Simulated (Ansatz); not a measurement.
# Cl$_{2}$H$_{2}$Si···NH$_{3}$: what the fields show

Input

```
crystal:
  periodic: [false, false, false]
  atoms:
    - {symbol: Si, position_ang: [-0.543060, 0.745908, 0.501172]}
    - {symbol: N, position_ang: [0.746388, -0.999693, -0.497175]}
    - {symbol: Cl, position_ang: [-1.076928, 1.118970, -1.463001]}
    - {symbol: Cl, position_ang: [-1.617214, 2.233617, 1.518098]}
    - {symbol: H, position_ang: [-1.159370, -0.460804, 1.079299]}
    - {symbol: H, position_ang: [1.262585, -1.543444, 0.185595]}
    - {symbol: H, position_ang: [0.834011, 1.141558, 0.843870]}
    - {symbol: H, position_ang: [0.143684, -1.630329, -1.013414]}
    - {symbol: H, position_ang: [1.409904, -0.605782, -1.154448]}
basis:
  gaussian: {orbitals: def2-TZVPP}
hamiltonian: {xc: pbe0, dispersion: d4}
output: {orbitals: {seedname: orbitals}}
```

Launched as:

```sh
ansatz run in.yaml --threads 4 --pin off --events-out ev --progress --plain --max-ram 9574MiB
```

The product side of a reaction path; geometry: PBE0-D4/def2-TZVP.

Computed with RKS PBE0-D4/def2-TZVPP (Ansatz).

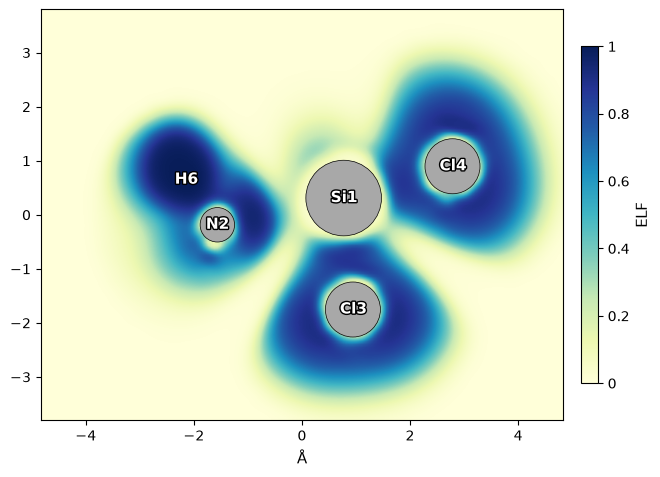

Figure 1. Electron localisation function on the plane of atoms Cl3, Si1 and Cl4. Grey discs cover the atomic cores.

### Interpret the plot.

- The section cuts through Si, N, Cl and H sites.
- Si1···N2 (2.39 Å): the ELF peaks at about 0.95 in the valence shell of N, 0.7 Å from its nucleus, and is about 0.50 at the midpoint.
- Si–Cl (2.07 Å): the ELF peaks at about 0.90 between the atoms (a shared but strongly polarised pair).
- N–H (1.01 Å): the ELF climbs to about 1 towards the hydrogen, as it does in any bond to H: a covalent bond by its length.
- The ELF also peaks beside Cl3 and Cl4, away from the bonds: lone-pair regions.

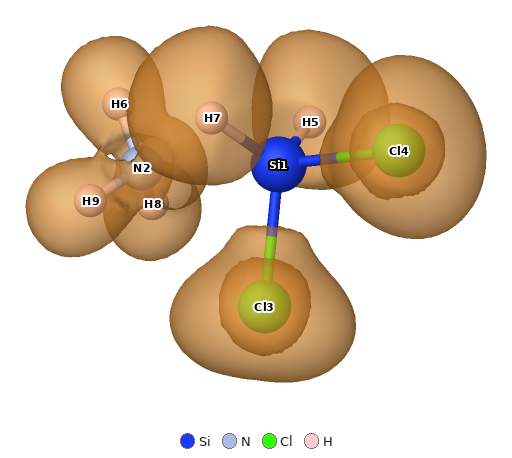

Figure 2. Isosurface of the ELF at 0.75 (orange), seen at a tilt. Core shells and regions of very low density are left out.

### Identify the bonds, lone pairs and shells in this picture.

At this value the surface marks out two regions around hydrogen nuclei, two regions on Cl in which the atom's valence shell and bonds are merged and one joined region spread over several atoms (H, N), in which their bonds and any lone pairs are merged.

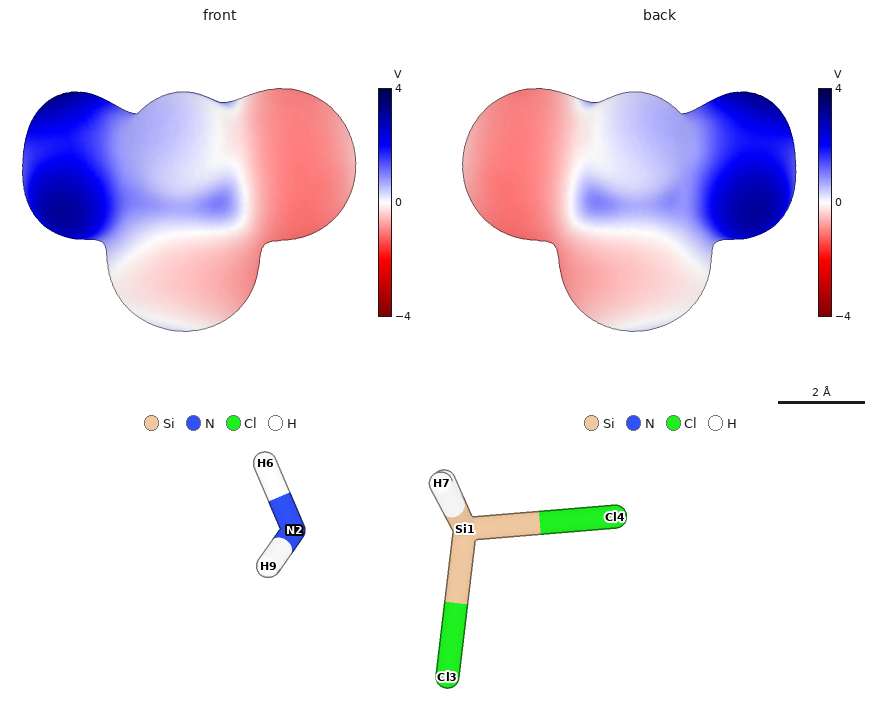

Figure 3. The molecular electrostatic potential painted on the density surface at 0.004 e/bohr³, seen from the front and from behind; the colour scale runs from red (negative) to blue (positive). The bare structure is drawn below in the same view.

### Describe the electrostatic potential map.

The most negative region (about −1.1 V) lies over Cl4, the most positive (about +3.2 V) over H6, H8 and H9. Cl3 shows a σ-hole: about +0.2 V at the tip opposite its bond, against about −0.4 V on its flanks.
